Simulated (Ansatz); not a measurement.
K2NaInF6: pressure series

The reference is K2NaInF6 (space group Fm-3m, No. 225; a = 8.581 Å; a cell from a computed database, its experimental status unchecked).

Cell and atoms are relaxed at each pressure.

The values are results of PBEsol (Ansatz, a first-principles code), spin-orbit coupling left out, not measurements.

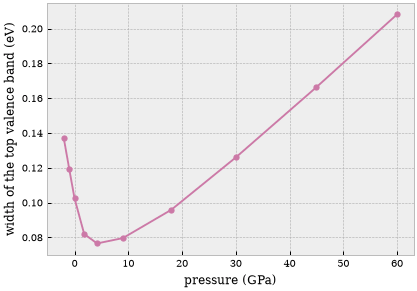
Fig. 1. Width of the top valence band against pressure

| pressure (GPa) | width of the top valence band |
|---|---|
| -2 | 0.14 eV |
| -1 | 0.12 eV |
| 1.8 | 0.08 eV |
| 4.2 | 0.08 eV |
| 9 | 0.08 eV |
| 18 | 0.10 eV |
| 30 | 0.13 eV |
| 45 | 0.17 eV |
| 60 | 0.21 eV |

The levels and masses belong to the bands next to the band gap. Load acts through the strain it causes; cell and atoms are relaxed under it. No phonon test of stability was made. No other phases were tried under pressure.
